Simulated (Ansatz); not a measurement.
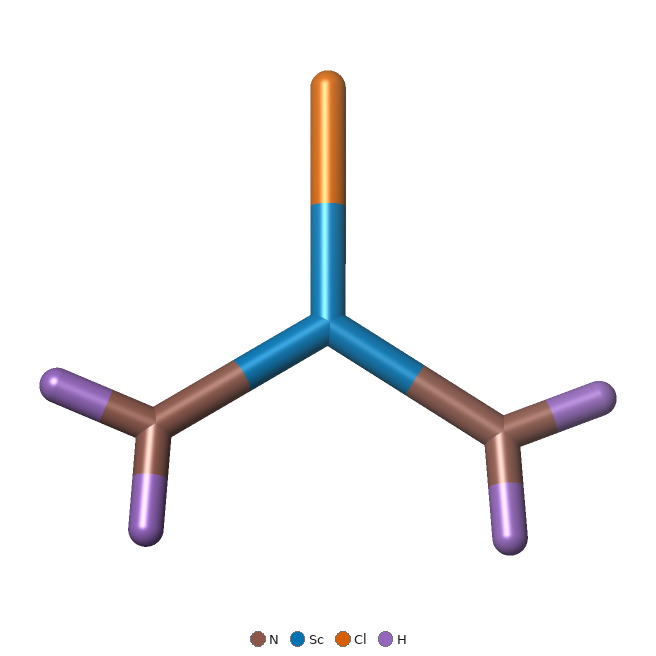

Rendered structure (stick style). Every bond is drawn as one stick, whatever its order.

The species is neutral and a spin singlet. The geometry was computed by an optimisation with PBE0-D4/def2-TZVP.

What is the molecular formula?

Answer. ClH4N2Sc, 8 atoms: 1 chlorine, 4 hydrogen, 2 nitrogen and 1 scandium.

What is its SMILES?

Answer. [NH2][Sc]([NH2])[Cl]

How many sets of symmetry-equivalent atoms are there?

Answer. 5: 2 N, 1 Sc, 1 Cl, 2 H, 2 H.

How many bonds of each kind are drawn?

Answer. 4 N–H, 2 N–Sc, 1 Cl–Sc.

Give the symmetry (Schoenflies symbol).

Answer. C2v.

The parts below concern this one geometry. Atoms keep their numbers from picture to picture.

## Geometry

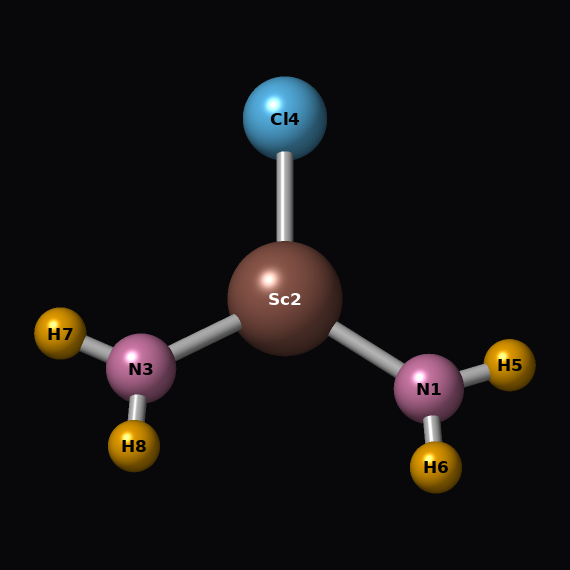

The atoms are numbered.

Describe the coordination of atom 2.

Answer. Sc2 has 3 neighbours (N1 at 1.97, N3 at 1.97, Cl4 at 2.33 Å); the arrangement is trigonal planar.

What is the geometry at N1?

Answer. N1 has 3 neighbours (Sc2 at 1.97, H5 at 1.01, H6 at 1.01 Å); the arrangement is trigonal planar.

## Thermal motion

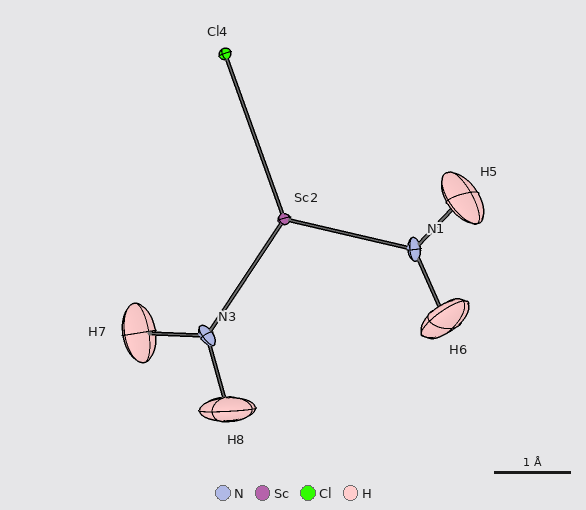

Displacement ellipsoids at the 50 % level, from the internal vibrations of the free molecule (harmonic, no overall translation or rotation; no half-axis is drawn under 0.075 Å). Vibrations computed with RKS PBE0-D4/def2-TZVP (Ansatz 0.2.0). Temperature: 200 K.

List U_eq and the three principal root-mean-square amplitudes for each kind of atom.

```csv
atom,U_eq (Å²),rms amplitudes (Å)
"N1, N3",0.0065,"0.055, 0.077, 0.103"
Sc2,0.0036,"0.029, 0.049, 0.088"
Cl4,0.0022,"0.036, 0.041, 0.060"
"H5, H7",0.0473,"0.092, 0.256, 0.260"
"H6, H8",0.0484,"0.105, 0.236, 0.280"
```

## Charges

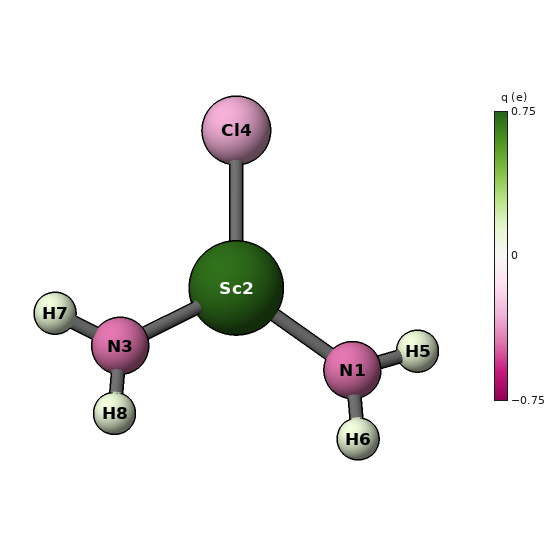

Atoms are coloured by their Mulliken charges. Method: RKS B3LYP-D4/def2-TZVPP (Ansatz 0.2.0).

Which atom carries the highest charge (most positive or least negative)?

Answer. Sc2 (0.72 e).

And the lowest?

Answer. N1, N3 (−0.45 e).

List the Mulliken charges.

```csv
atom,value (e)
N1,−0.45
Sc2,0.72
N3,−0.45
Cl4,−0.33
H5,0.13
H6,0.12
H7,0.13
H8,0.12
```

## Dipole moment

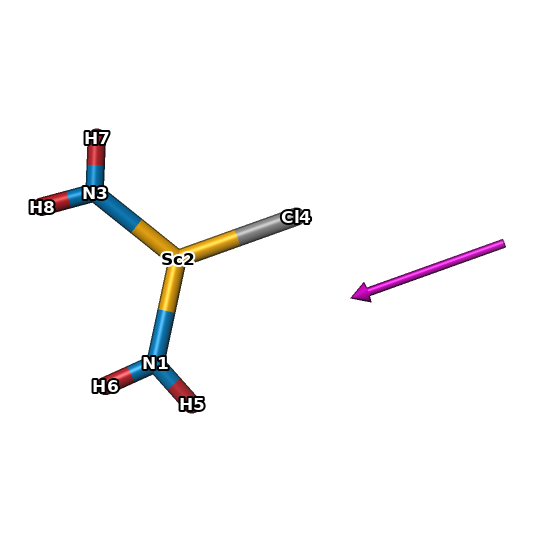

The arrow beside the molecule shows the direction of the dipole moment, from the negative to the positive end (its length means nothing). Method: RKS ωB97M-V/def2-TZVPP (Ansatz 0.2.0).

Estimate the dipole moment.

Answer. 3.13 D; it points from the side of Cl4 to the side of H6, H8 (the outermost atoms at the two ends).

Mulliken values depend strongly on the basis set and can even reverse the polarity of a bond.
